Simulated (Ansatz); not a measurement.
## GeH3F (GeFH3): the energy, rung by rung

GeH3F: 5 atoms, total charge 0, spin state singlet. As SMILES, `[H][Ge]([H])([H])[F]`. The shape comes from GFN2-xTB, which is rough for such elements, and wasn't checked as a minimum.

```xyz
5

Ge   -0.0013    0.0007   -0.1397
F     0.0103   -0.0182    1.5949
H     1.4486    0.0117   -0.4946
H    -0.7318    1.2607   -0.4655
H    -0.7258   -1.2550   -0.4950
```

Each level gives the energy change with the Ge1–H4 bond stretched from 1.492 to 1.866 Å (eV). The values are calculated.

| level | kind | program | value (eV) | less FCI/STO-3G | CPU time (all runs) |
| --- | --- | --- | --- | --- | --- |
| BLYP/STO-3G (restricted) | GGA | Ansatz | 1.10 | +0.07 | 2.6 s |
| r2SCAN/STO-3G (restricted) | meta-GGA | Ansatz | 1.18 | +0.15 | 6.3 s |
| BHLYP/STO-3G (restricted) | global hybrid | Ansatz | 1.30 | +0.27 | 2.6 s |
| CAM-B3LYP/STO-3G (restricted) | range-separated hybrid | Ansatz | 1.28 | +0.25 | 3.1 s |
| wB97X/STO-3G (restricted) | range-separated hybrid | Ansatz | 1.27 | +0.24 | 11 s |
| MP2/STO-3G (restricted) | perturbation theory | Ansatz | 1.20 | +0.17 | 0.39 s |
| BCCD(T)/STO-3G (restricted) | coupled cluster or CI | Ansatz | 1.03 | 0.00 | 0.66 s |
| CCSDT(Q)/STO-3G (restricted) | coupled cluster or CI | Ansatz | 1.03 | 0.00 | 1.4 s |
| FCI/STO-3G | exact in the basis | Ansatz | 1.03 | 0.00 | 26 s |

FCI/STO-3G is exact within its basis and frozen core, so for wave-function methods in that basis the difference is their error; functionals converge differently with the basis, so for them it is only a difference. All-electron rows without a relativistic Hamiltonian named are non-relativistic. The first shape isn't each level's own minimum. The values span 1.03 to 1.30 eV. All rows use very small basis sets, so even the best lies far from the true value. In the correlated wave-function rows the outer d shell of Ge is correlated, in sets not made for it. Times are those of the runs behind each value, whatever else they computed, on shared processors of several kinds: orders of magnitude only.

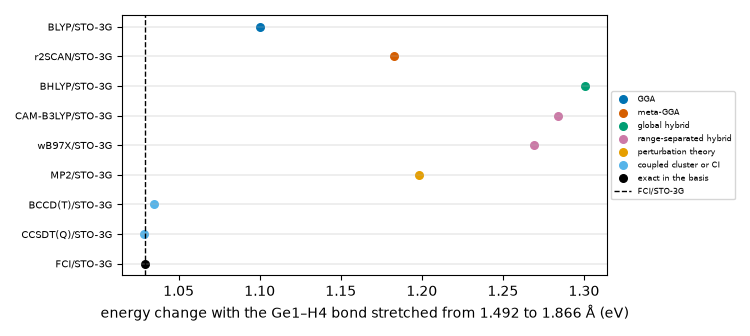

The values of the table, level by level.
